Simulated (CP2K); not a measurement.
**CH6FNSn (SMILES [CH3][SnH]([NH2])[F]) at PM3**

What is the energy difference between two shapes of CH6FNSn at PM3? 

The results are computed with CP2K 2026.2.

4 further runs of the same task are left out: 4 set aside as unsound or not needed.

## (1) The system as given

The species is CH6FNSn (10 atoms), meant as a singlet with charge 0. SMILES: `[CH3][SnH]([NH2])[F]`. Geometry: relaxed at PBE0-D4/def2-TZVP. This is one conformer, not always the lowest.

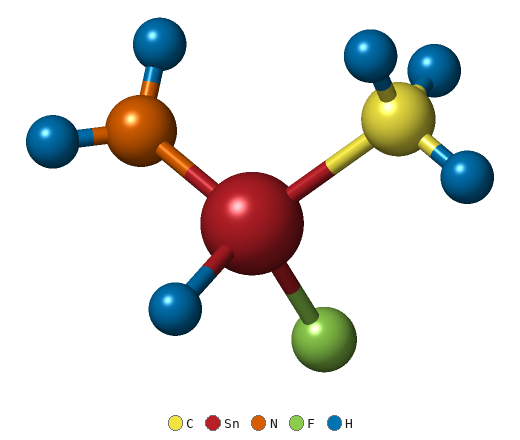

Viewed from a chosen angle; carbon yellow, tin red, nitrogen orange, fluorine green, hydrogen blue.

## (2) Energy and gradient at PM3

Input file mol.inp:

```
&global
 project mol
 run_type ENERGY_FORCE
 print_level MEDIUM
&end global
&force_eval
 method QUICKSTEP
 &dft
  &qs
   method PM3
   eps_default 1.0E-10
   &se
    &coulomb
     cutoff [angstrom] 50
     rc_range [angstrom] 0
    &end coulomb
    &exchange
     cutoff [angstrom] 50
     rc_range [angstrom] 0
    &end exchange
   &end se
  &end qs
  ! no periodic images
  &poisson
   periodic NONE
   poisson_solver ANALYTIC
  &end poisson
  ! SCF settings
  &scf
   scf_guess ATOMIC
   eps_scf 1.0E-06
   max_scf 150
   added_mos 4
   &diagonalization
    algorithm STANDARD
   &end diagonalization
   &mixing
    method DIRECT_P_MIXING
    alpha 0.4
   &end mixing
  &end scf
  ! extra output
  &print
   &moments
    periodic F
    reference COM
    max_moment 1
   &end moments
   &mo ON
    energies T
    occupation_numbers T
    ndigits 6
    &each
     qs_scf 0
    &end each
    add_last NUMERIC
   &end mo
   &hirshfeld OFF
   &end hirshfeld
  &end print
 &end dft
 &subsys
  ! box in angstrom
  &cell
   abc 12.4 12 11.6
   periodic NONE
  &end cell
  &coord
   C      4.978550     7.064250     6.569300
   Sn     5.989250     5.453250     5.630900
   N      7.524050     4.792150     6.729500
   F      4.693250     4.021950     5.670300
   H      4.810350     6.812750     7.616600
   H      5.569450     7.978050     6.506500
   H      4.016550     7.219850     6.082400
   H      6.415150     5.548050     3.983400
   H      7.721550     5.266650     7.596900
   H      8.383450     4.565350     6.254000
  &end coord
 &end subsys
 &print
  &forces ON
  &end forces
 &end print
&end force_eval
```

On the command line:

```
$ OMP_NUM_THREADS=1 cp2k.psmp -i mol.inp > mol.out 2>&1
```

The log of the run:

```text
CP2K| version string:                                       CP2K version 2026.2
[...]
 GLOBAL| Method name                                                        CP2K
[...]
 GLOBAL| Run type                                                   ENERGY_FORCE
[...]
                             - Atoms:                                         10
[...]
                             - Spherical basis functions:                     22
[...]
 Number of electrons:                                                         26
[...]
     1 P_Mix/Diag. 0.40E+00    0.0     0.80628293       -27.7955673005 -2.78E+01
[...]
    19 DIIS/Diag.  0.25E-06    0.0     0.00000075       -32.9054530164 -9.86E-12
  *** SCF run converged in    19 steps ***
  Core-core repulsion energy [eV]:                           1447.08916975603938
  Core Hamiltonian energy [eV]:                             -1466.97263322664003
  Two-electron integral energy [eV]:                        -1751.03889906426525
  Electronic energy [eV]:                                   -2342.49208275877254
  Total energy [eV]:                                         -895.40291300273327
  Atomic reference energy [eV]:                               893.50537529979295
  Heat of formation [kcal/mol]:                               -43.75826242844526
[...]
 SE_DIPOLE| Moment [Debye]         -2.00492488      -3.07903149      -0.13925032
 SE_DIPOLE| Derivative [a.u.]       0.00000000       0.00000000       0.00000000
 ENERGY| Total FORCE_EVAL ( QS ) energy [hartree]            -32.905453016386126
 FORCES| Atomic forces [hartree/bohr]
 FORCES|   Atom     x               y               z               |f|
 FORCES|      1  3.13690563E-03 -3.65866742E-03 -3.49909304E-03   5.95564239E-03
 FORCES|      2 -4.29539827E-03  1.45710592E-03 -1.40884955E-02   1.48006524E-02
 FORCES|      3  1.68314133E-02 -2.00850226E-03  1.01138206E-02   1.97387923E-02
 FORCES|      4  1.71150617E-03 -3.10515018E-04  2.35462437E-03   2.92744409E-03
 FORCES|      5 -1.00502826E-03  1.84106116E-03  9.89705688E-04   2.31928984E-03
 FORCES|      6 -1.32435753E-03  9.60129551E-04  8.09060253E-04   1.82492469E-03
 FORCES|      7 -1.43241777E-03  2.13818158E-03  9.05899066E-04   2.72842340E-03
 FORCES|      8 -2.42835475E-03  2.24176119E-03  6.44149706E-03   7.23984009E-03
 FORCES|      9 -2.08336397E-03 -5.54973120E-03 -9.23355251E-03   1.09726211E-02
 FORCES|     10 -9.11090453E-03  2.88917650E-03  5.20653404E-03   1.08841131E-02
 FORCES| Sum     1.94289029E-16 -5.96744876E-16 -4.96130914E-16
 FORCES| Total atomic force                                       7.99999098E-16
[...]
```

It took 0.42 s on 1 thread of Arm Neoverse N1, shared host; peak memory 0.14 GiB.

## (3) The distorted shape, same level

Input file qs.inp:

```
&GLOBAL
  PROJECT qs
  RUN_TYPE ENERGY_FORCE
  PRINT_LEVEL MEDIUM
&END GLOBAL

&FORCE_EVAL
  METHOD QUICKSTEP
  &DFT
    CHARGE 0
    MULTIPLICITY 1
    &QS
      METHOD PM3
      EPS_DEFAULT 1.0E-10
      &SE
        &COULOMB
          CUTOFF [angstrom] 50
          RC_RANGE [angstrom] 0
        &END COULOMB
        &EXCHANGE
          CUTOFF [angstrom] 50
          RC_RANGE [angstrom] 0
        &END EXCHANGE
      &END SE
    &END QS
    # cluster boundary conditions
    &POISSON
      PERIODIC NONE
      POISSON_SOLVER ANALYTIC
    &END POISSON
    # SCF settings
    &SCF
      SCF_GUESS ATOMIC
      EPS_SCF 1.0E-06
      MAX_SCF 150
      ADDED_MOS 4
      &DIAGONALIZATION
        ALGORITHM STANDARD
      &END DIAGONALIZATION
      &MIXING
        METHOD DIRECT_P_MIXING
        ALPHA 0.4
      &END MIXING
    &END SCF
    # extra output
    &PRINT
      &MOMENTS
        PERIODIC F
        REFERENCE COM
        MAX_MOMENT 1
      &END MOMENTS
      &MO ON
        ENERGIES T
        OCCUPATION_NUMBERS T
        NDIGITS 6
        &EACH
          QS_SCF 0
        &END EACH
        ADD_LAST NUMERIC
      &END MO
      &HIRSHFELD OFF
      &END HIRSHFELD
    &END PRINT
  &END DFT
  &SUBSYS
    # box in angstrom
    &CELL
      ABC [angstrom] 12.3 12 11.6
      PERIODIC NONE
    &END CELL
    &COORD
      C      4.884006     6.992465     6.616485
      Sn     6.011025     5.375036     5.534688
      N      7.464992     4.742672     6.764318
      F      4.628009     4.008074     5.678022
      H      4.697492     6.895170     7.549941
      H      5.433422     7.991926     6.466276
      H      3.978236     7.160222     6.085092
      H      6.312759     5.447483     4.017248
      H      7.565722     5.226395     7.582752
      H      8.321764     4.449431     6.242341
    &END COORD
  &END SUBSYS
  &PRINT
    &FORCES ON
    &END FORCES
  &END PRINT
&END FORCE_EVAL
```

On the command line:

```
$ OMP_NUM_THREADS=1 cp2k.psmp qs.inp > qs.out
```

The log of the run:

```text
CP2K| version string:                                       CP2K version 2026.2
[...]
 GLOBAL| Method name                                                        CP2K
[...]
 GLOBAL| Run type                                                   ENERGY_FORCE
[...]
                             - Atoms:                                         10
[...]
                             - Spherical basis functions:                     22
[...]
 Number of electrons:                                                         26
[...]
     1 P_Mix/Diag. 0.40E+00    0.0     0.79245738       -27.7369069113 -2.77E+01
[...]
    19 DIIS/Diag.  0.25E-06    0.0     0.00000090       -32.8717213262 -7.97E-12
  *** SCF run converged in    19 steps ***
  Core-core repulsion energy [eV]:                           1447.98457477853731
  Core Hamiltonian energy [eV]:                             -1465.84340928316396
  Two-electron integral energy [eV]:                        -1753.25238505542256
  Electronic energy [eV]:                                   -2342.46960181087525
  Total energy [eV]:                                         -894.48502703233805
  Atomic reference energy [eV]:                               893.50537529979295
  Heat of formation [kcal/mol]:                               -22.59130742686312
[...]
 SE_DIPOLE| Moment [Debye]         -2.64527960      -2.86526847       0.36884823
 SE_DIPOLE| Derivative [a.u.]       0.00000000       0.00000000       0.00000000
 ENERGY| Total FORCE_EVAL ( QS ) energy [hartree]            -32.871721326177592
 FORCES| Atomic forces [hartree/bohr]
 FORCES|   Atom     x               y               z               |f|
 FORCES|      1  5.88246404E-02  4.05164948E-02 -1.27442376E-01   1.46094092E-01
 FORCES|      2 -4.21752795E-02  6.40691051E-03  6.64074494E-02   7.89287783E-02
 FORCES|      3  1.77805668E-02 -3.22584402E-02 -5.07062317E-02   6.26727808E-02
 FORCES|      4  9.67534948E-03  4.27042503E-03 -1.16287977E-04   1.05765042E-02
 FORCES|      5 -1.67037026E-02 -2.36555607E-02  1.18868463E-01   1.22345048E-01
 FORCES|      6 -6.84561740E-03 -2.58106225E-02  4.50936078E-03   2.70810828E-02
 FORCES|      7 -2.26569397E-02 -2.58181411E-03 -1.40253034E-02   2.67714739E-02
 FORCES|      8  1.13414497E-02  6.00300740E-03 -5.09719179E-02   5.25623533E-02
 FORCES|      9  1.44984371E-02  1.27640074E-02  2.37598414E-02   3.06211467E-02
 FORCES|     10 -2.37389043E-02  1.43455924E-02  2.97170018E-02   4.06501143E-02
 FORCES| Sum    -7.49400542E-16 -1.66533454E-16 -7.21644966E-16
 FORCES| Total atomic force                                       1.05361569E-15
[...]
```

Run time: 0.4 s. Hardware: 1 thread of Arm Neoverse N1, shared host; peak memory 0.14 GiB.

## (4) Results

At PM3:

| quantity | value |
| --- | --- |
| first shape: total energy | -32.90545 Eh |
| first shape: dipole moment | 3.68 D |
| first shape: HOMO energy | -9.89 eV |
| first shape: LUMO energy | -0.82 eV |
| first shape: HOMO–LUMO gap | 9.07 eV |
| first shape: heat of formation at this unrelaxed shape | -43.8 kcal/mol |
| first shape: largest force on an atom | 1.015 eV/Å |
| distorted shape: total energy | -32.87172 Eh |
| distorted shape: dipole moment | 3.92 D |
| distorted shape: HOMO energy | -9.95 eV |
| distorted shape: LUMO energy | -0.86 eV |
| distorted shape: HOMO–LUMO gap | 9.09 eV |
| distorted shape: heat of formation at this unrelaxed shape | -22.6 kcal/mol |
| distorted shape: largest force on an atom | 7.512 eV/Å |
| energy change with the atoms displaced | 0.918 eV |

**Reading.** With the atoms displaced the energy rises by 0.92 eV (21.2 kcal/mol). The first shape isn't relaxed at this level, so the change isn't measured from a minimum. The largest force (first shape) is 1.02 eV/Å: the shape isn't a stationary point for this species at this level.
